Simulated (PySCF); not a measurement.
NMR shielding calculation, with input and output: C8H12O8Si

C8H12O8Si (Si(OAc)4), computed with GIAO PBE0/pcSseg-1 NMR shielding, non-relativistic, gas phase (PySCF 2.14.0).

The geometry comes from this level: PBE0-D3(BJ)/def2-SVP. It belongs to a series of runs on one base structure; here: ligand (all four): Me to OAc1. Figures and captions count atoms from 1; the log counts them from 0 in places.

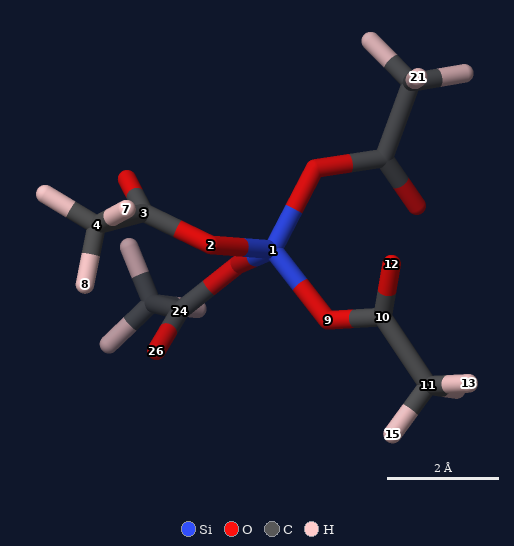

Fig. 1: The input geometry (stick view, seen at a tilt; atoms are numbered from 1 in the order of the input).

Input file
```
{"job": {"kind": "nmr", "xc": "PBE0", "basis": "pcSseg-1"}, "charge": 0, "multiplicity": 1}
Si    -0.003335    -0.019497    -0.027352
O     -0.151465     0.146813     1.620268
C     -1.182304    -0.355956     2.339050
C     -0.958648    -0.202545     3.807510
O     -2.134091    -0.867141     1.816955
H     -1.847307    -0.530201     4.357433
H     -0.714168     0.842219     4.045048
H     -0.090363    -0.814981     4.093856
O      1.610358     0.150767    -0.387355
C      2.237770     1.348799    -0.451385
C      3.639273     1.211473    -0.947449
O      1.688772     2.371904    -0.148152
H      4.150211     2.178923    -0.900266
H      3.608162     0.850243    -1.986458
H      4.175227     0.456277    -0.355474
O     -0.989766     1.125192    -0.717193
C     -0.805778     1.639140    -1.957091
C     -1.700076     2.808327    -2.207170
O      0.001166     1.187189    -2.720781
H     -1.615090     3.129062    -3.250846
H     -1.394485     3.625482    -1.536184
H     -2.738981     2.551401    -1.958111
O     -0.484556    -1.496629    -0.615778
C     -0.254108    -2.668428     0.023446
C     -1.007240    -3.794966    -0.603197
O      0.464758    -2.739832     0.981390
H     -0.729857    -4.742037    -0.128349
H     -0.809969    -3.826074    -1.683912
H     -2.083661    -3.607134    -0.471904
```

The first line tells a small driver script what to run in PySCF; the rest is the geometry in Å.

Run on 2 CPU threads, shared host.

Launched with:
```bash
OMP_NUM_THREADS=2 python <driver script> task.json out
```

The program's output
```
coarse grid: 26440 points
cycle   1  E = -1201.6308963921  dE =  3.295e+00  |g| = 1.802e+00  |ddm| = 5.003e+00
cycle   2  E = -1200.5314893965  dE =  1.099e+00  |g| = 3.053e+00  |ddm| = 3.016e+00
cycle   3  E = -1202.1751459072  dE = -1.644e+00  |g| = 5.023e-01  |ddm| = 2.157e+00
cycle   4  E = -1202.2201993452  dE = -4.505e-02  |g| = 1.184e-01  |ddm| = 3.717e-01
cycle   5  E = -1202.2222347694  dE = -2.035e-03  |g| = 3.729e-02  |ddm| = 8.051e-02
cycle   6  E = -1202.2225444037  dE = -3.096e-04  |g| = 6.761e-03  |ddm| = 2.945e-02
cycle   7  E = -1202.2225539088  dE = -9.505e-06  |g| = 1.313e-03  |ddm| = 6.176e-03
final grid: 255720 points
cycle   8  E = -1202.4038013815  dE = -1.656e-05  |g| = 2.284e-02  |ddm| = 3.202e-02
cycle   9  E = -1202.4036499218  dE =  1.515e-04  |g| = 3.700e-02  |ddm| = 3.309e-02
cycle  10  E = -1202.4038898643  dE = -2.399e-04  |g| = 4.354e-03  |ddm| = 2.175e-02
cycle  11  E = -1202.4038932340  dE = -3.370e-06  |g| = 4.355e-04  |ddm| = 2.717e-03
cycle  12  E = -1202.4038932648  dE = -3.090e-08  |g| = 1.584e-04  |ddm| = 3.626e-04
cycle  13  E = -1202.4038932702  dE = -5.369e-09  |g| = 3.547e-05  |ddm| = 1.321e-04
cycle  14  E = -1202.4038932704  dE = -1.505e-10  |g| = 2.296e-05  |ddm| = 3.639e-05
```

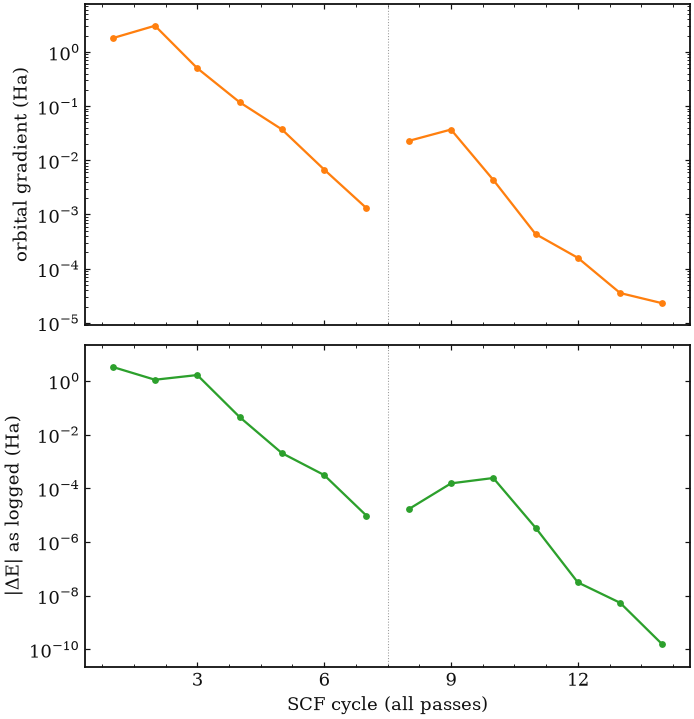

Fig. 2: Convergence of the self-consistent field: orbital gradient and size of the energy change against the SCF cycle. The dotted line marks the change from a coarse to the final integration grid. The first 7 cycles use a coarse grid, the final grid takes over at cycle 8, and the field converges after 14 cycles in all.

```
converged SCF energy = -1202.4038932704

GIAO shielding tensors (ppm)
atom      isotropic    diamagn.    paramagn.     s11        s22        s33       span
  0 Si     438.545     893.673    -455.127    434.758    440.293    440.585      5.827
  1 O      109.365     413.051    -303.686    -20.728    139.888    208.933    229.661
  2 C        9.978     251.839    -241.861   -101.508     61.230     70.214    171.722
  3 C      161.567     250.709     -89.142    140.565    151.596    192.541     51.976
  4 O     -137.817     408.368    -546.185   -398.944   -249.397    234.890    633.834
  5 H       29.579      26.612       2.967     25.373     27.699     35.665     10.292
  6 H       29.106      29.690      -0.584     25.043     28.572     33.705      8.662
  7 H       28.924      29.482      -0.559     25.220     28.367     33.183      7.963
  8 O      108.419     412.890    -304.471    -21.938    138.853    208.341    230.278
  9 C        9.812     251.986    -242.174   -101.692     60.892     70.236    171.928
 10 C      161.592     250.702     -89.110    140.727    151.495    192.554     51.827
 11 O     -137.817     408.567    -546.385   -398.086   -249.812    234.445    632.531
 12 H       29.581      26.614       2.967     25.379     27.698     35.667     10.288
 13 H       28.914      29.376      -0.463     25.208     28.339     33.194      7.987
 14 H       29.097      29.637      -0.540     25.036     28.558     33.697      8.661
 15 O      109.251     412.970    -303.718    -19.790    138.931    208.612    228.402
 16 C       10.168     251.618    -241.451   -101.818     62.354     69.967    171.785
 17 C      161.537     250.748     -89.211    140.593    151.537    192.481     51.888
 18 O     -138.658     408.155    -546.813   -399.754   -250.871    234.650    634.403
 19 H       29.580      26.519       3.062     25.388     27.669     35.684     10.296
 20 H       28.900      29.548      -0.648     25.205     28.393     33.101      7.896
 21 H       29.118      29.638      -0.520     25.034     28.606     33.715      8.681
 22 O      108.711     412.809    -304.098    -20.596    138.326    208.402    228.998
 23 C        9.883     251.811    -241.928   -102.055     61.565     70.139    172.194
 24 C      161.545     250.705     -89.160    140.747    151.394    192.494     51.747
 25 O     -139.074     408.368    -547.442   -399.565   -251.637    233.981    633.545
 26 H       29.583      26.527       3.056     25.393     27.675     35.681     10.288
 27 H       29.104      29.486      -0.382     25.056     28.516     33.739      8.683
 28 H       28.895      29.541      -0.647     25.168     28.434     33.082      7.915
```

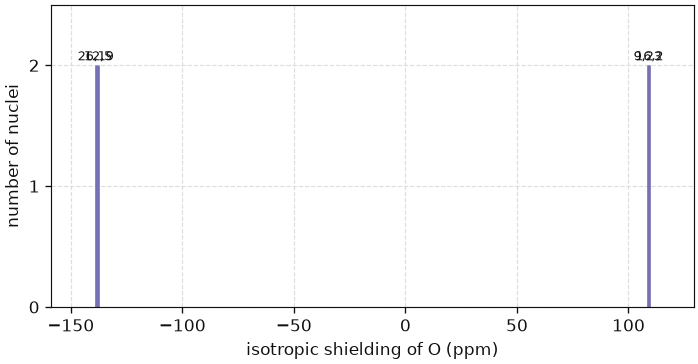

Fig. 3: Isotropic shieldings of the oxygen nuclei in this fixed geometry, labelled by atom number; shielding grows to the right, so chemical shift grows to the left. The least shielded is O26 (−139.1 ppm), the most shielded O2 (109.4 ppm).

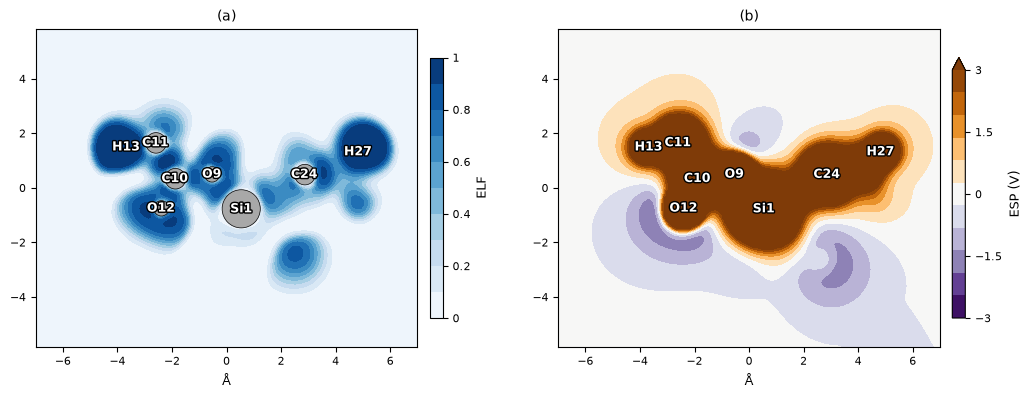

Fig. 4: (a) ELF; (b) electrostatic potential on the plane of atoms C11, C10 and O12. Grey discs, where drawn, cover atomic cores. C–O (1.20 Å): the ELF peaks at about 0.85 between the atoms (a double or triple bond). C–C (1.49 Å): the ELF peaks at about 0.95 between the atoms, which marks a shared electron pair. Si–O (1.66 Å): the ELF peaks at about 0.90 between the atoms, which marks a polar covalent bond. C–H (1.10 Å): the ELF climbs to about 1 towards the hydrogen, as it does in any bond to H; a covalent bond by its length.

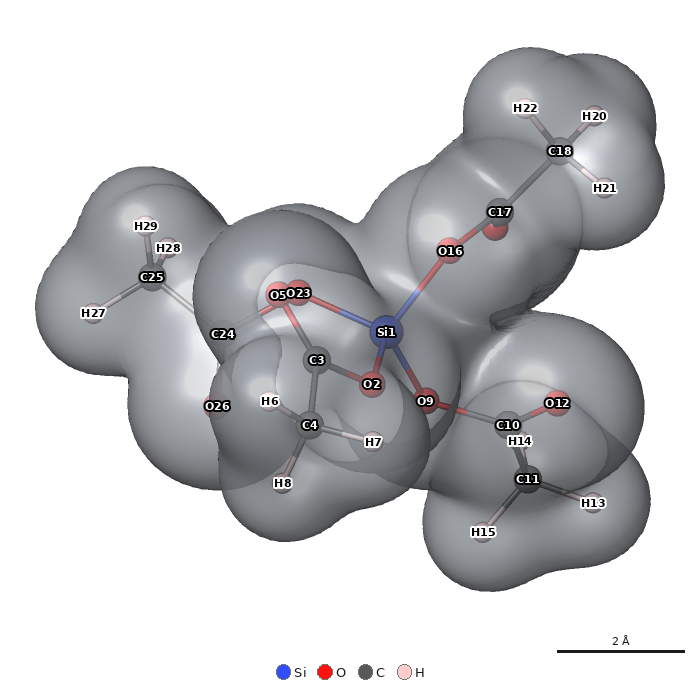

Fig. 5: Isosurface of the electron density at 0.05 e/Å³ (grey), seen at a tilt. At this value the surface is in one piece. On the grid the lowest density along these lines, outside the cores, is 2.9 e/Å³ (C–O, 1.20 Å), 1.8 e/Å³ (C–C, 1.49 Å), 0.96 e/Å³ (Si–O, 1.66 Å) and 1.9 e/Å³ (C–H, 1.10 Å).

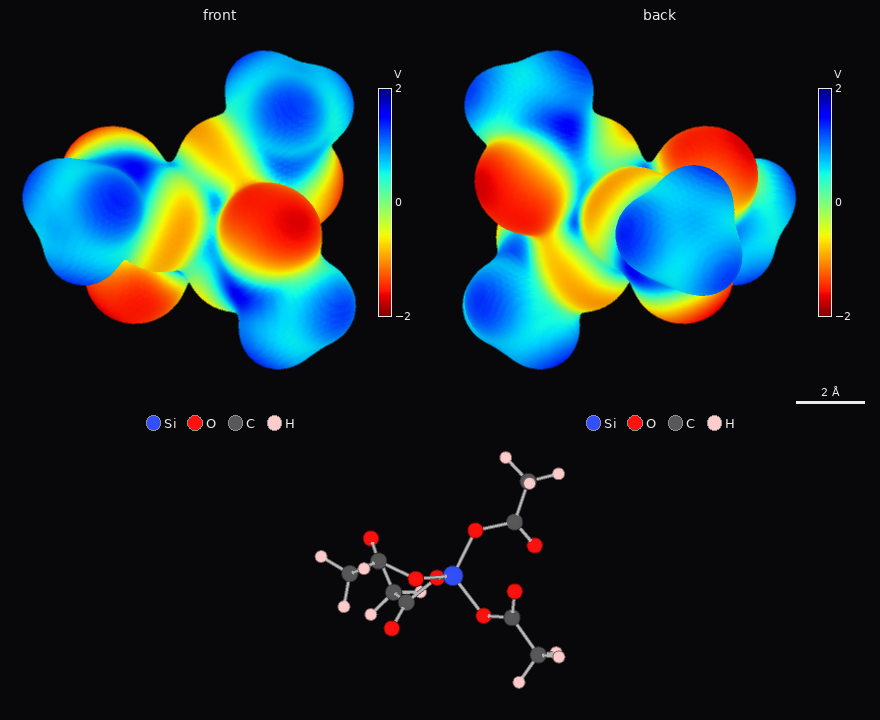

Fig. 6: The electrostatic potential painted on the density surface at 0.004 e/bohr³, seen at a tilt and from behind; red is negative and blue positive. The bare structure is drawn below in the same view.

Summary

```csv
quantity,value
outcome,converged
total energy,−1202.403893 hartree
HOMO,−8.31 eV
LUMO,−0.33 eV
dipole moment,0.15 D
"isotropic shielding, Si",438.5 ppm
"isotropic shielding, O",−139.1 to 109.4 ppm
"isotropic shielding, C",9.8 to 161.6 ppm
"isotropic shielding, H",28.9 to 29.6 ppm
wall time,3.5 min (CPU time 7.6 min)
peak memory,3.2 GiB
```
